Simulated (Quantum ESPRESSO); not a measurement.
# Mn3InC: two couplings from three orders, and a test

Can a spin model with two couplings foretell the energy of a further order of Mn3InC?

Method: PBEsol; plane waves with GBRV 1.5 PBEsol potentials, no spin-orbit coupling, in Quantum ESPRESSO 7.5.

## Step 1: Set-up

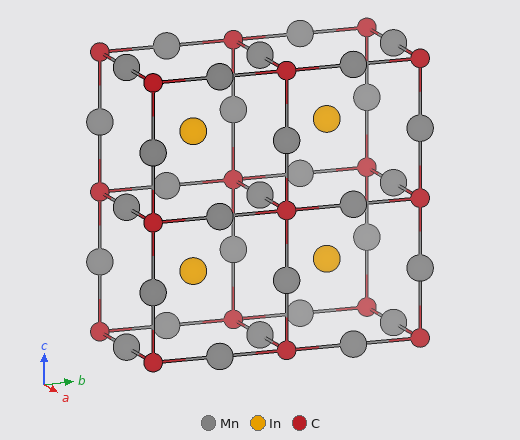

Start, viewed slightly off an axis; manganese grey, indium orange, carbon red. 1×2×2 cells are drawn. Some periodic images of atoms are drawn too.

The cell comes from Materials Project 2023-11-01, a database of computed structures, and need not be the stable phase.

## Step 2: The parallel order

All energies count from this run.

File pw.in:

```
&CONTROL
  calculation = 'scf'
  prefix = 'pwscf'
  outdir = './tmp'
  pseudo_dir = './pseudo'
  disk_io = 'nowf'
/
&SYSTEM
  ibrav = 0
  celldm(1) = 8
  nat = 5
  ntyp = 3
  ecutwfc = 40
  ecutrho = 280
  nbnd = 46
  occupations = 'smearing'
  smearing = 'fd'
  degauss = 0.0110248
  nspin = 2
  starting_magnetization(1) = 0.2333
  starting_magnetization(2) = 0
  starting_magnetization(3) = 0
/
&ELECTRONS
  conv_thr = 1d-08
  electron_maxstep = 150
  mixing_beta = 0.3
/
ATOMIC_SPECIES
Mn     54.9380 mn_pbesol_v1.5.uspp.F.UPF
In    114.8180 in_pbesol_v1.4.uspp.F.UPF
C      12.0110 c_pbesol_v1.2.uspp.F.UPF
CELL_PARAMETERS alat
   0.9327369259869    0.0000000000000    0.0000000000000
   0.0000000000000    0.9327369259869    0.0000000000000
   0.0000000000000    0.0000000000000    0.9327369259869
ATOMIC_POSITIONS crystal
Mn      0.5000000000    0.0000000000    0.0000000000
Mn      0.0000000000    0.0000000000    0.5000000000
Mn      0.0000000000    0.5000000000    0.0000000000
In      0.5000000000    0.5000000000    0.5000000000
C       0.0000000000    0.0000000000    0.0000000000
K_POINTS automatic
8 8 8 0 0 0
```

The run is started by

```console
$ OMP_NUM_THREADS=1 mpirun -n 4 pw.x -nk 4 -in pw.in > pw.out
```

The log of the run:

```text
Program PWSCF v.7.5 starts
     [... lines left out ...]
     number of atoms/cell      =            5
     [... lines left out ...]
     number of electrons       =        62.00
     number of Kohn-Sham states=           46
     kinetic-energy cutoff     =      40.0000  Ry
     charge density cutoff     =     280.0000  Ry
     scf convergence threshold =      1.0E-08
     [... lines left out ...]
     48 Sym. Ops., with inversion, found
     [... lines left out ...]
     number of k points=    35  Fermi-Dirac smearing, width (Ry)=  0.0110
     [... lines left out ...]
     iteration # 15     ecut=    40.00 Ry     beta= 0.30
     [... lines left out ...]
     Magnetic moment per site  (integrated on atomic sphere of radius R)
     atom   1 (R=0.192)  charge= 12.0922  magn=  1.7964
     atom   2 (R=0.192)  charge= 12.0922  magn=  1.7964
     atom   3 (R=0.192)  charge= 12.0922  magn=  1.7964
     atom   4 (R=0.272)  charge= 11.0554  magn= -0.0791
     atom   5 (R=0.192)  charge=  3.0763  magn= -0.1648
     [... lines left out ...]
     the Fermi energy is    16.2733 ev
!    total energy              =    -777.91294059 Ry
     estimated scf accuracy    <          2.0E-09 Ry
     smearing contrib. (-TS)   =      -0.02713865 Ry
     [... lines left out ...]
     total magnetization       =     5.86 Bohr mag/cell
     absolute magnetization    =     6.55 Bohr mag/cell
     convergence has been achieved in  15 iterations
   JOB DONE.
```

Wall time 54 s (4 MPI ranks of Intel Xeon at 2.70GHz, shared host); peak memory 0.48 GiB.

Spin moment in the atom's sphere by atom:

```tsv
atom	spin moment in the atom's sphere (μB)
Mn1	1.80
Mn2	1.80
Mn3	1.80
In4	-0.08
C5	-0.16
```

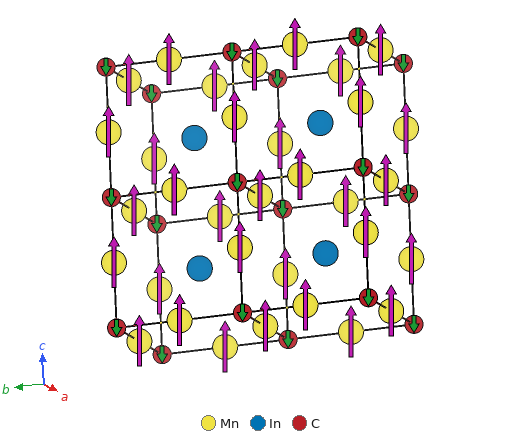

Spin moment in the atom's sphere as arrows, the longest 1.80 μB. Up and down stand for the sign. Arrows give size and sign along the axis of quantisation, drawn up and down the page. Each arrow also spans its atom, so small moments look longer than they are. The two directions have two colours. 1×2×2 cells are drawn. Some periodic images of atoms are drawn too.

This step gave:

```yaml
smearing_term_ts: 0.3692 eV
magnetization: 5.856 μB
absolute_magnetization: 6.554 μB
final_state: ferromagnetic
```

## Step 3: The orders used for the fit

The other orders were run with the same settings, on meshes that hold the same points. Free energies are divided by the number of Mn atoms; q is in fractions of the reciprocal vectors of the first run's cell.

```tsv
order	atoms	mesh	free energy (eV)	eV per Mn	largest moment (μB)
F +++	5	8×8×8	-10584.0447	-3528.0149	1.80
AF q=(0,0,1/2) +-+-+-	10	8×8×4	-21167.9866	-3527.9978	1.86
AF q=(1/2,1/2,1/2) +-+-+-	10	4×8×8	-21167.9657	-3527.9943	1.71
```

## Step 4: Counting neighbours

With E = −Σ J e_i·e_j over ordered pairs of unit vectors, turning a neighbour from parallel to opposed costs 2J a Mn atom. So an order lies 2 Σ n J over the parallel one, n being the opposed neighbours in each shell.

```tsv
shell	distance (Å)	neighbours	opposed in AF q=(0,0,1/2) +-+-+-	opposed in AF q=(1/2,1/2,1/2) +-+-+-	opposed in AF q=(0,0,1/2) +-+--+
J1	2.79	8	2.66667	4	5.33333
J2	3.95	6	2	6	2
J3	4.84	16	10.6667	8	5.33333
```

Only J1 and J2 are kept.

## Step 5: Solving

```
2 × 2.66667 × J1 + 2 × 2 × J2 = +17.1 meV    (AF q=(0,0,1/2) +-+-+-)
2 × 4 × J1 + 2 × 6 × J2 = +20.6 meV    (AF q=(1/2,1/2,1/2) +-+-+-)
J1 = +3.84 meV
J2 = -0.84 meV
```

## Step 6: The test

The couplings now give the orders that were left out:

```
2 × 5.33333 × (+3.84) + 2 × 2 × (-0.84) = +37.6 meV    (AF q=(0,0,1/2) +-+--+)
```

The runs themselves:

```tsv
order	atoms	mesh	free energy (eV)	eV per Mn	largest moment (μB)	over the parallel order (meV)	foretold (meV)
AF q=(0,0,1/2) +-+--+	10	8×8×4	-21167.9123	-3527.9854	1.98	+29.5	+37.6
```

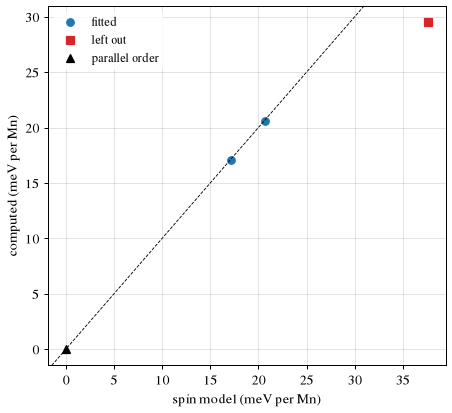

Computed energies of the orders against the model; the dashed line marks agreement.

## Step 7: Summary of results

```json
{"J1 (Mn–Mn at 2.79 Å)": "3.84 meV", "J2 (Mn–Mn at 3.95 Å)": "-0.84 meV", "largest miss on the orders left out": "8.1 meV"}
```

What this shows: The model misses the order left out by 8.1 meV, 27 % of the largest energy difference, so it holds only roughly. The largest moment changes by 14 % between the orders. Shells that were dropped are folded into the couplings or show in the miss. The smearing terms TS of the orders run from 119 to 135 meV a seeded atom, so the differences would change at a smaller width: an order with a larger TS is lowered more by the smearing. Energies are free energies at an electronic temperature of 1740 K, which lowers moments and differences where the moments are itinerant.

[Logs and program files are shortened in this print: banners, set-up blocks, solver, clock and traceback lines can be left out without a mark of their own.]

[Logs are printed without paths, hosts, clocks, repeated set-up lines and the standing remarks that a program may print on its own settings, such as how far it seeks lower states.]

[Hosts, paths, dates, database ids (printed as entryN), source tags and the programs' standing remarks are cut or masked in the printed files.]

[Where a cell is said to come from a database of computed structures, the database is the Materials Project.]
